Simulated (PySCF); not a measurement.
C$_{5}$H$_{9}$NOSi

Input file:

```
{"job": {"kind": "nmr", "xc": "PBE0", "basis": "pcSseg-1"}, "charge": 0, "multiplicity": 1}
C      3.121851     0.149838     0.347854
N      1.872928     0.145510     0.390851
Si     0.639639    -0.638211    -0.510138
C     -0.728903    -1.217578     0.684243
C     -1.596246     0.016298     0.344108
C     -1.611214     0.965954     1.495245
O     -2.585626     1.426633     2.023814
C     -0.762398     0.619009    -0.811761
H      3.671882     0.766453     1.053390
H      3.723548    -0.428780    -0.356548
H      0.971944    -1.544699    -1.614014
H     -1.218805    -2.141059     0.389426
H     -0.489193    -1.293686     1.741872
H     -2.619948    -0.233052     0.058132
H     -0.590186     1.229759     1.838608
H     -1.270742     0.516753    -1.766030
H     -0.535531     1.672889    -0.669501
```

Command:

```sh
OMP_NUM_THREADS=1 python probes_run.py task.json out
```

Geometry: GFN2-xTB.

These are results of PySCF, PBE0/pcSseg-1, SCF density, gas phase, non-relativistic, not measurements.

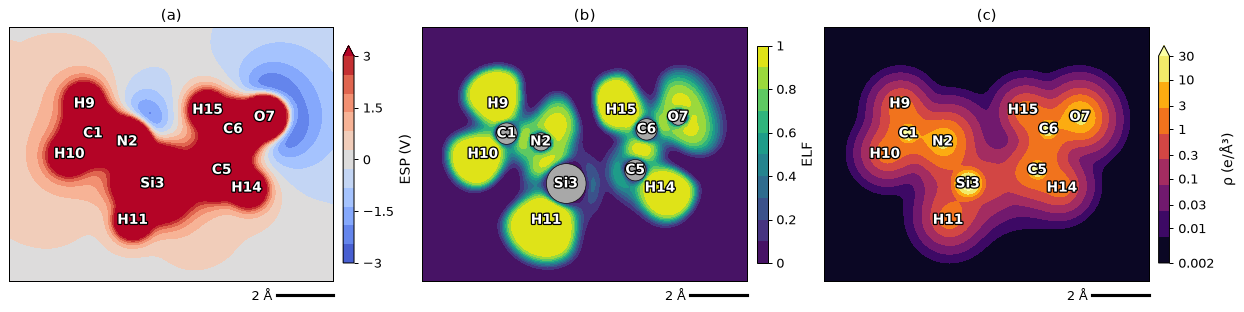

Figure 1. (a) molecular electrostatic potential; (b) ELF; (c) total electron density on the plane of atoms H9, C1 and H10. Grey discs cover the atomic cores in the ELF map.

> Interpret the plot.

Atoms in the plane: C, N, Si, O and H. C–O (1.20 Å): the density is about 3.4 e/Å³ at the midpoint; the ELF peaks at about 0.85 between the atoms (a multiple bond). C–N (1.25 Å): ρ at the midpoint is about 2.8 e/Å³; the ELF peaks at about 0.90 between the atoms: a multiple bond. C–C (1.49 Å): ρ is about 1.8 e/Å³ halfway; the ELF peaks at about 0.95 between the atoms; a covalent bond. Si–N (1.72 Å): ρ at the midpoint is about 1.1 e/Å³; the ELF peaks at about 0.90 between the atoms; a shared but strongly polarised pair. C–H (1.09 Å): ρ is about 2.1 e/Å³ halfway; the ELF climbs to about 1 towards the hydrogen, as it does in any bond to H; a covalent bond by its length. The ELF also peaks beside O7, away from the bonds: lone-pair regions. Outside the dense part of the molecule the potential is most negative (−2.3 V) near O7.

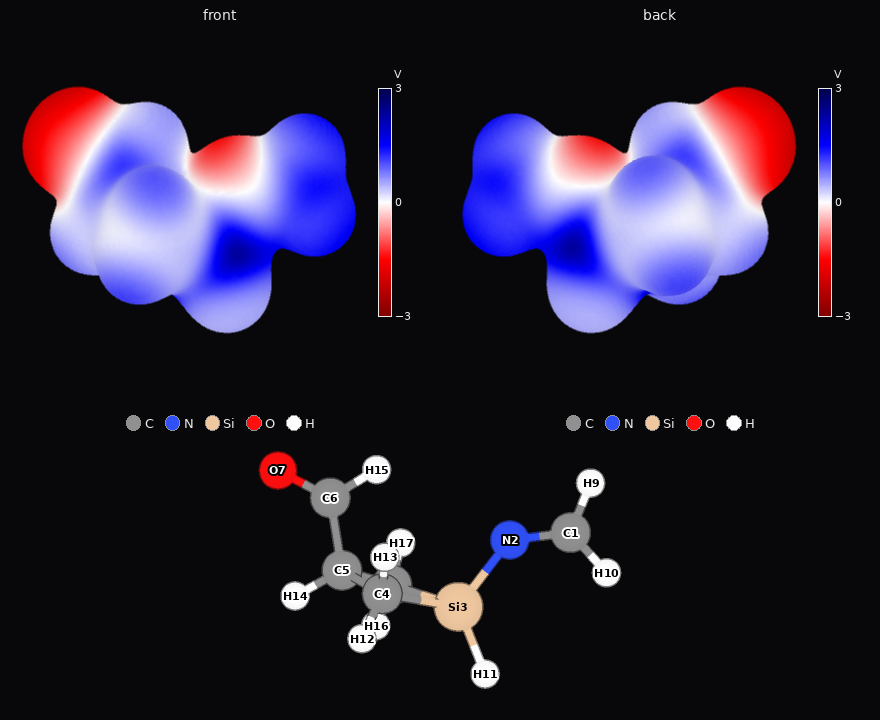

Figure 2. The molecular electrostatic potential painted on the density surface at 0.004 e/bohr³, seen from the front and from behind; red is negative and blue positive. The bare structure is drawn below in the same view.

> Describe the electrostatic potential map.

The most negative region (about −2.1 V, or −48 kcal/mol for a unit charge) lies over O7, the most positive (about +2.2 V, or +51 kcal/mol for a unit charge) over Si3. O7 is the likeliest acceptor of a hydrogen bond.
